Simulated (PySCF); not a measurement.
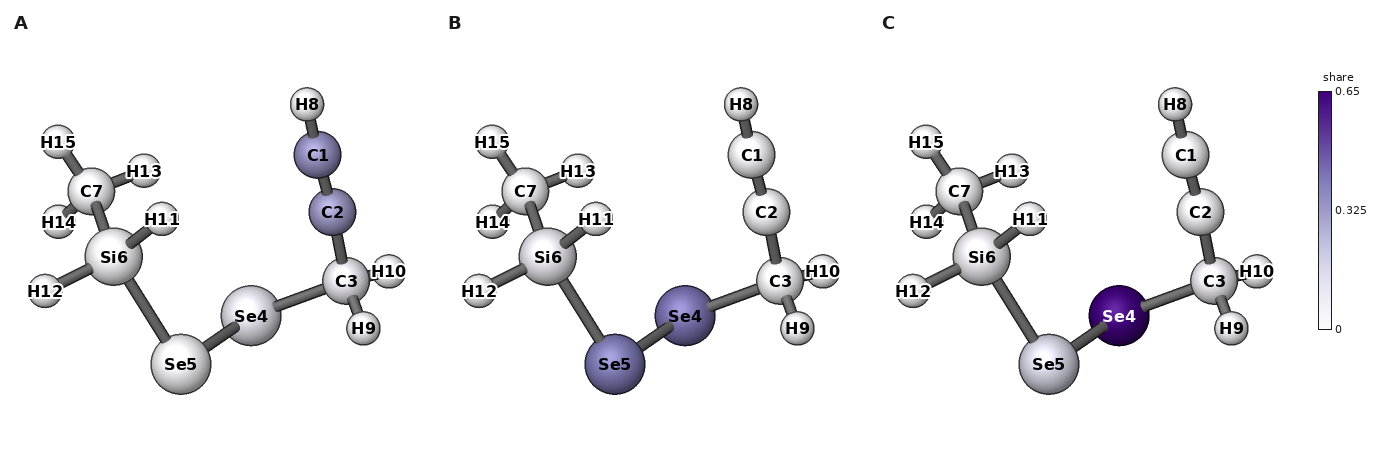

Each panel colours the atoms by their Löwdin share in one orbital (up to four of the largest shares; other atoms are shown as zero). The computed structure is the end point of a GFN2-xTB optimisation. No frequency run is at hand to confirm it as a minimum. Computed with B3LYP/def2-SVPD (PySCF 2.14.0).

Question: The panels show the HOMO−2, HOMO, LUMO, in some order. Which is which?

Answer: A: HOMO−2, −7.81 eV; C1 0.34, C2 0.32, Se4 0.09, C3 0.07
B: LUMO, −1.71 eV; Se4 0.42, Se5 0.40, Si6 0.07
C: HOMO, −6.32 eV; Se4 0.64, Se5 0.14, C3 0.06, Si6 0.06

The geometry is semi-empirical. Around Se, Si such bond lengths and angles can be off by a tenth of an ångström or more and by several degrees, and values that hang on the shape move with them.
